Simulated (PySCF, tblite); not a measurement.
# C7H14AlB: geometry, infrared bands and NMR shifts

Wanted: the infrared bands and NMR shifts of C7H14AlB (`C=[C]1[AlH][CH2]C[C@H]1B(C)C`), by calculation.

Computed with tblite 0.8.0 and PySCF 2.14.0, with density-fitted response routines of our own, on a single molecule in the gas phase. Atoms are numbered from 0 throughout.

## (1) The starting structure

23 atoms, charge 0, multiplicity 1; geometry from: force field or distance geometry start.

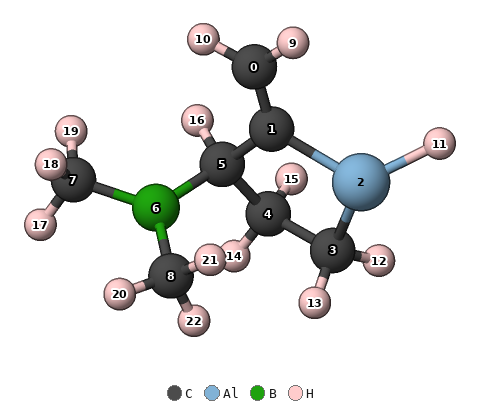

The starting geometry (carbon dark grey, aluminium light blue, boron green, hydrogen pink), atoms numbered; sticks join atoms by distance.

## (2) Relaxing the molecule with GFN2-xTB

The job: settings as JSON, then the geometry in Å.

```
{"job": {"kind": "relax", "xc": "GFN2-xTB", "basis": "xTB"}, "charge": 0, "multiplicity": 1}
C     -0.662600     2.280700     0.997400
C     -0.927500     1.103400     0.422000
Al    -2.329000     0.773800    -0.839800
C     -1.925100    -1.138700    -0.839000
C     -1.032500    -1.390700     0.404600
C     -0.163900    -0.157600     0.747800
B      1.271600    -0.163700    -0.002600
C      2.622300    -0.088500     0.856500
C      1.375400    -0.185300    -1.588700
H     -1.269100     3.154500     0.747700
H      0.130300     2.388600     1.717600
H     -3.787700     1.442800    -0.738600
H     -2.857800    -1.751100    -0.760100
H     -1.377600    -1.401200    -1.766300
H     -0.412800    -2.289900     0.246800
H     -1.699400    -1.597800     1.276600
H      0.032600    -0.181800     1.849100
H      3.238400    -0.989500     0.631900
H      3.175700     0.826900     0.582000
H      2.400300    -0.065000     1.945200
H      2.426900    -0.086500    -1.902300
H      0.796400     0.671900    -2.009200
H      0.970400    -1.128300    -1.968500
```

Run with:

```console
> OMP_NUM_THREADS=1 python probes_run.py task.json out
```

The driver reads the jobs from task.json and runs them one after another.

**Question.** This job is followed by: GFN2-xTB harmonic vibrations, gas phase; GIAO PBE0/pcSseg-1 NMR shielding, non-relativistic, gas phase. Predict these results of the whole session: strongest single infrared mode (GFN2-xTB); zero-point energy (GFN2-xTB); 13C shifts against TMS (PBE0/pcSseg-1, means over atoms taken as alike); 1H shifts against TMS (PBE0/pcSseg-1, means over atoms taken as alike); 27Al shifts against AlH4- (PBE0/pcSseg-1); 11B shifts against BF3·OEt2 (PBE0/pcSseg-1); surface potential, least and greatest.

The runs gave:

```
                                                               quantity                                                     value
                              strongest single infrared mode (GFN2-xTB)                                     1808 cm⁻¹, 611 km/mol
                                           zero-point energy (GFN2-xTB)                                            115.7 kcal/mol
13C shifts against TMS (PBE0/pcSseg-1, means over atoms taken as alike)                  167.9, 137.3, 60.2, 35.8, 17.1, 12.9 ppm
 1H shifts against TMS (PBE0/pcSseg-1, means over atoms taken as alike)  6.37, 6.12, 5.66, 3.06, 2.76, 1.87, 0.94, 0.83, 0.74 ppm
                              27Al shifts against AlH4- (PBE0/pcSseg-1)                                                 202.5 ppm
                            11B shifts against BF3·OEt2 (PBE0/pcSseg-1)                                                  77.3 ppm
                                  surface potential, least and greatest                                        -0.57 V and 1.84 V
```

Relaxing lowered the energy by 0.667 eV in 127 steps; the close pair that moved most is C1–Al2, from 1.914 to 1.981 Å. The lowest mode is imaginary (65i cm⁻¹), so the xTB geometry is not a minimum. The strongest single mode, at 1808 cm⁻¹, moves mainly H11. GFN2-xTB is a fitted tight-binding method: band positions and strengths are rough. Its intensities can rank the bands wrongly. At PBE0/pcSseg-1: The largest span, 248 ppm, is at C1, where the paramagnetic term is -245 ppm. At PBE0/pcSseg-1, counted by nearest atom on the grid, the HOMO lies on C1 25 %; C0 18 %, the LUMO on Al2 36 %; H11, H21 about 12 % each.
